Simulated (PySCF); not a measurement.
**C$_{3}$H$_{12}$BNSi (SMILES CNB(C)[SiH2]C): density, localisation and related maps**

```yaml
atoms:
  - { symbol: C, position_ang: [-2.3535, -0.8329, -0.4199] }
  - { symbol: N, position_ang: [-0.9224, -0.6207, -0.4355] }
  - { symbol: B, position_ang: [-0.2032, 0.5329, -0.1727] }
  - { symbol: C, position_ang: [-0.9892, 1.8646, 0.2169] }
  - { symbol: Si, position_ang: [1.7610, 0.4925, -0.2988] }
  - { symbol: C, position_ang: [2.4214, -1.2714, -0.6278] }
  - { symbol: H, position_ang: [-2.8641, 0.1111, -0.2526] }
  - { symbol: H, position_ang: [-2.6348, -1.5297, 0.3758] }
  - { symbol: H, position_ang: [-2.6912, -1.2487, -1.3731] }
  - { symbol: H, position_ang: [-0.4325, -1.4743, -0.6677] }
  - { symbol: H, position_ang: [-1.6648, 1.7100, 1.0579] }
  - { symbol: H, position_ang: [-0.3202, 2.6773, 0.4908] }
  - { symbol: H, position_ang: [-1.5998, 2.2236, -0.6120] }
  - { symbol: H, position_ang: [2.3316, 1.3272, -1.3792] }
  - { symbol: H, position_ang: [2.4750, 0.9580, 0.9106] }
  - { symbol: H, position_ang: [3.5056, -1.2895, -0.6682] }
  - { symbol: H, position_ang: [2.0568, -1.6614, -1.5750] }
  - { symbol: H, position_ang: [2.1155, -1.9623, 0.1541] }
```

Geometry: GFN2-xTB.

Method: PySCF, PBE0/pcSseg-1, SCF density, gas phase, non-relativistic.

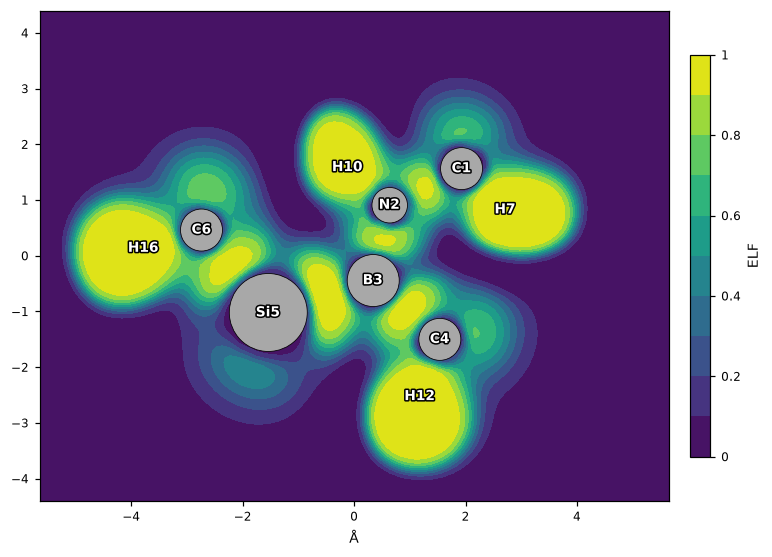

Figure 1. ELF on the plane of atoms N2, B3 and Si5. Grey discs cover the atomic cores.

What do the fields say about this system?

Answer. Atoms in the plane: C, N, B, Si and H.
B–N (1.38 Å): the ELF peaks at about 0.90 between the atoms; a polar covalent bond.
C–N (1.45 Å): the ELF peaks at about 0.95 between the atoms; localised, covalent bonding.
C–B (1.59 Å): the ELF peaks at about 1 between the atoms (localised, covalent bonding).
C–Si (1.91 Å): the ELF peaks at about 0.95 between the atoms, as expected for a covalent bond.
Si–B (1.97 Å): the ELF peaks at about 1 between the atoms: a shared electron pair.

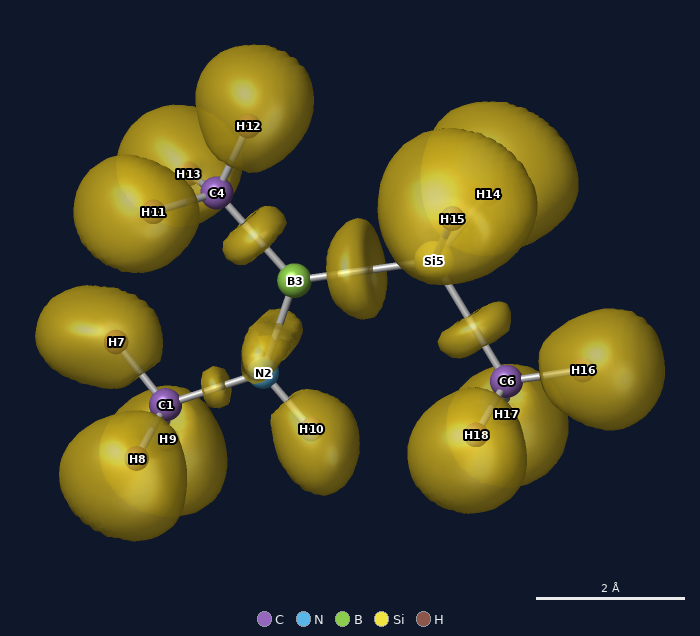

Figure 2. Isosurface of the ELF at 0.85 (yellow), seen at a tilt. Only the valence region is drawn (cores and ρ < 0.01 e/Å³ removed).

Describe the localisation domains.

Answer. The surface consists of one region between bonded B–C atoms (shared pairs), one region between bonded B–N atoms (shared pairs), one region between bonded B–Si atoms (shared pairs), one region between bonded C–N atoms (shared pairs), one region between bonded C–Si atoms (shared pairs) and twelve regions around hydrogen nuclei.

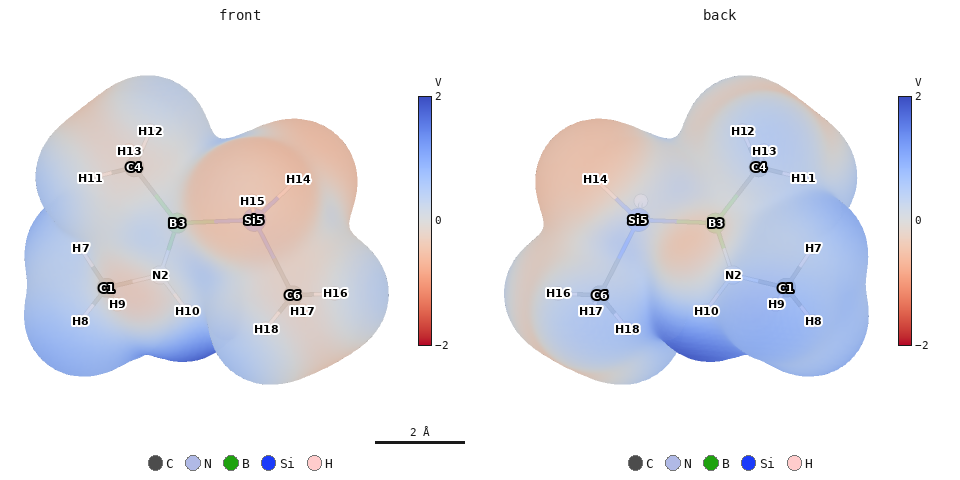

Figure 3. The molecular electrostatic potential painted on the density surface at 0.002 e/bohr³, seen from the front and from behind; red is negative and blue positive.

Which sites attract a positive test charge, and which a negative one?

Answer. A positive charge is drawn to the negative regions and a negative charge to the positive ones. The most negative region (about −0.5 V, or −12 kcal/mol for a unit charge) lies over H14 and H15, the most positive (about +1.7 V, or +39 kcal/mol for a unit charge) over H10.

What dipole moment does the calculation give?

Answer. Its dipole moment is 2.83 D.
